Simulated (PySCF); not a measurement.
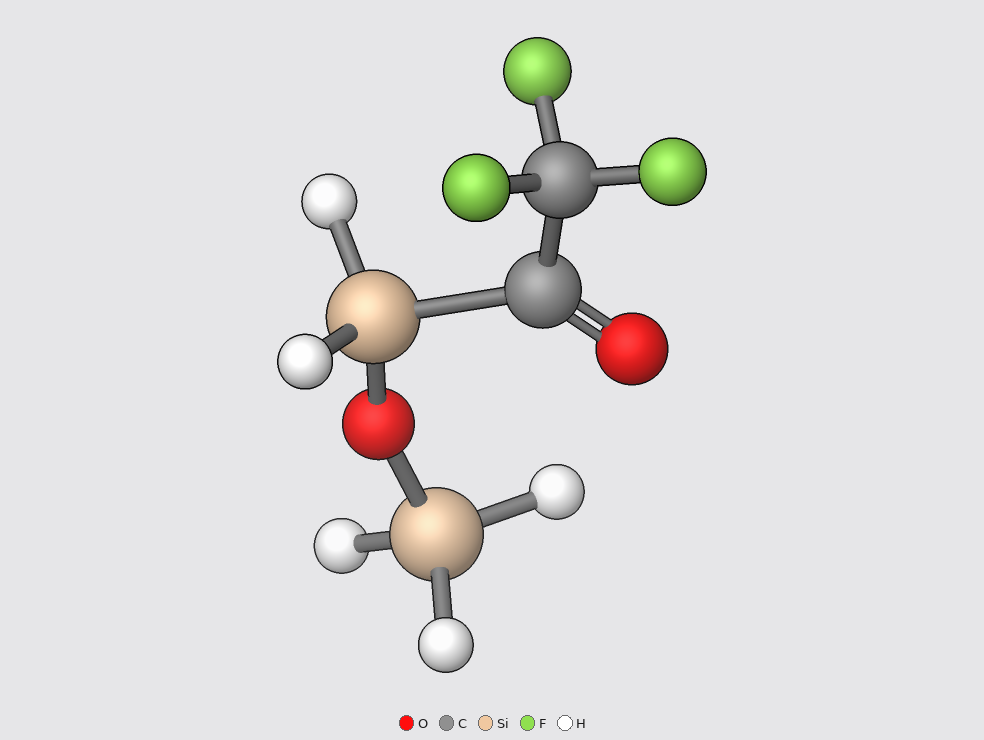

The geometry was computed by an optimisation with GFN2-xTB. No frequency run is at hand to confirm it as a minimum.

Draw it as a skeletal formula.

SMILES: O=C([SiH2]O[SiH3])C(F)(F)F

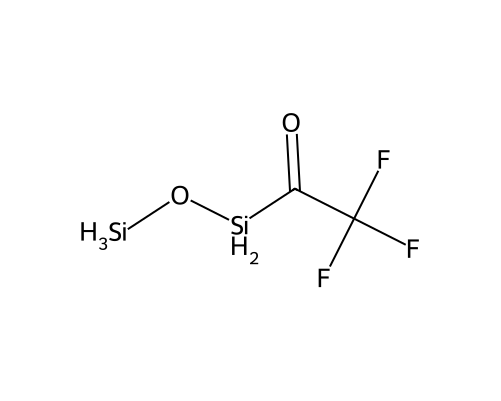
